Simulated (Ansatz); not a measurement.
# N2H3 (hydrazinyl radical): UHSE06/STO-3G

Aim: the energy change on altering one bond length of N2H3 (hydrazinyl radical) at UHSE06/STO-3G, from 2 runs. 

The calculation is run with Ansatz 0.2.0.

34 further runs of the same task are left out: 34 set aside as unsound or not needed.

## 1. Starting point

N2H3: 5 atoms, total charge 0, spin state doublet. SMILES: `[NH]N`. Geometry: relaxed at GFN2-xTB. This is one conformer, not always the lowest.

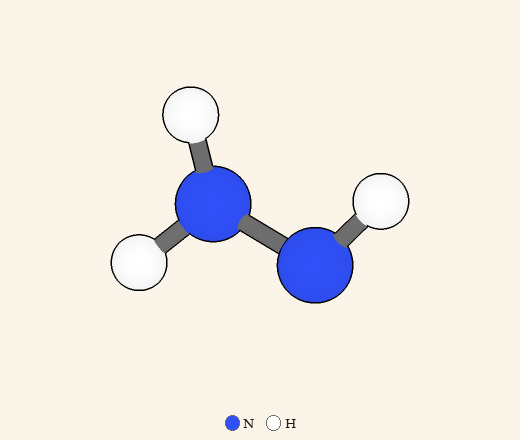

The structure, seen from a chosen angle (nitrogen blue, hydrogen white).

## 2. A single-point energy at UHSE06/STO-3G

in.yaml reads:

```yaml
crystal:
  periodic: [false, false, false]
  atoms:
    - {symbol: N, position_ang: [-0.174970, -0.805480, 0.447260]}
    - {symbol: N, position_ang: [-0.126270, 0.251970, -0.365880]}
    - {symbol: H, position_ang: [0.751750, -0.989150, 0.831090]}
    - {symbol: H, position_ang: [-1.043070, 0.577800, -0.638700]}
    - {symbol: H, position_ang: [0.592550, 0.964850, -0.273770]}
basis:
  gaussian:
    orbitals: STO-3G
hamiltonian:
  xc: {name: HSE06}
magnetization:
  spin_polarized: true
  initial_magnetization: 1
accuracy: high
```

Launch:

```console
$ ansatz run in.yaml --threads 1 --pin off --max-ram 2610MiB --events-out events.jsonl --progress --plain --runs-dir runs
```

Standard output:

```text
Warning: RAYON_NUM_THREADS=1 ignored (pool sized by the plan → 1); use --threads N
Functional definition: HSE06
  name "HSE06"
  parameter a = 0.25
  parameter omega = 0.11/bohr
  exchange = pbe_x - a*pbe_x_sr(omega) + a*exact_x_sr(omega)
  correlation = pbe_c
209 factors; integrals over basis functions are off by at most 1.2e-8 eV
50 factors; integrals over basis functions are off by at most 3.0e-10 eV
mean field evaluation 1: about -2982.1317 eV, gradient 1.1e1 eV
mean field evaluation 2: about -2982.2030 eV, gradient 1.2e1 eV
mean field evaluation 4: about -2983.0938 eV, gradient 6.2e-1 eV
mean field evaluation 8: about -2983.0971 eV, gradient 4.5e-3 eV
mean field evaluation 16: about -2983.0971 eV, gradient 5.8e-8 eV
mean field -2983.09707658 eV, -109.6267955486 hartree, gradient 5.9e-8 eV, S^2 0.751451; 0 other end points of the search recorded, 0 dependent functions left out
reference -2983.09707832 eV, -109.6267956124 hartree; 9, 8 occupied and 4, 5 virtual orbitals, 209 factors
Total energy: -2983.09707832 eV, -109.6267956124 hartree
```

It took 1.5 s on 1 thread of Arm Neoverse V1, shared host; peak memory 0.11 GiB.

## 3. The distorted shape, same level

molecule.yaml reads:

```yaml
crystal:
  periodic: [false, false, false]
  atoms:
    - {symbol: N, position_ang: [-0.406672, -0.759558, 0.351293]}
    - {symbol: "N", position_ang: [-0.357972, 0.297892, -0.461847]}
    - {symbol: H, position_ang: [0.751750, -0.989150, 0.831090]}
    - {symbol: H, position_ang: [-1.274772, 0.623722, -0.734667]}
    - {symbol: H, position_ang: [0.360848, 1.010772, -0.369737]}
basis:
  gaussian: {orbitals: STO-3G}
magnetization: {spin_polarized: true, initial_magnetization: 1}
hamiltonian: {xc: {name: HSE06}}
accuracy: high
```

Launch:

```console
$ ansatz run molecule.yaml --threads 1 --pin off --max-ram 2610MiB --events-out events.jsonl --progress --plain --runs-dir runs
```

Standard output, cut to the lines that bear on the results:

```text
Warning: RAYON_NUM_THREADS=1 ignored (pool sized by the plan → 1); use --threads N
[... 6 set-up lines as earlier in the session ...]
209 factors; integrals over basis functions are off by at most 1.3e-8 eV
50 factors; integrals over basis functions are off by at most 2.7e-10 eV
mean field evaluation 1: about -2981.7444 eV, gradient 1.0e1 eV
mean field evaluation 2: about -2981.6198 eV, gradient 1.3e1 eV
mean field evaluation 4: about -2982.5943 eV, gradient 5.0e-1 eV
mean field evaluation 8: about -2982.5831 eV, gradient 1.7e-2 eV
mean field evaluation 16: about -2982.5831 eV, gradient 3.4e-6 eV
mean field -2982.58312816 eV, -109.6079082923 hartree, gradient 1.6e-8 eV, S^2 0.752568; 0 other end points of the search recorded, 0 dependent functions left out
reference -2982.58312989 eV, -109.6079083558 hartree; 9, 8 occupied and 4, 5 virtual orbitals, 209 factors
Total energy: -2982.58312989 eV, -109.6079083558 hartree
```

It took 1.7 s on 1 thread of Arm Neoverse V1, shared host; peak memory 0.11 GiB.

## 4. Summary of results

At UHSE06/STO-3G:

| quantity | value |
| --- | --- |
| first shape: total energy | -109.62680 Eh |
| first shape: ⟨S²⟩ | 0.751 |
| distorted shape: total energy | -109.60791 Eh |
| distorted shape: ⟨S²⟩ | 0.753 |
| energy change with the N1–H3 bond stretched from 1.020 to 1.275 Å | 0.514 eV |

What this shows: With the N1–H3 bond stretched from 1.020 to 1.275 Å the energy rises by 0.51 eV (11.9 kcal/mol). The first shape isn't relaxed at this level, so the change isn't measured from a minimum. The minimal basis adds a large error of its own.
